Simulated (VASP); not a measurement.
Band structure of Co (relaxed from the diamond structure, space group Fd-3m). All values below come from PBEsol GGA, VASP's PBE PAW potentials (set 64) (plane waves; VASP).

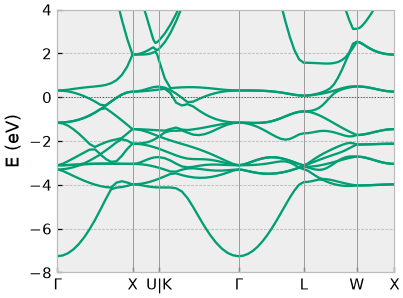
Figure. Bands along high-symmetry lines, zero at the valence-band maximum or, without a gap, the Fermi level

### Question
Read the plot: is there a gap, and where are the band edges?

### Answer
It has no gap at this level: it comes out as a metal or semimetal. (Edges off the drawn lines would not show.)

The structure was generated: Co was put into the diamond type (Fd-3m), which need not be its known phase. It was relaxed first. The run is not spin-polarised, so no magnetic state was tried.
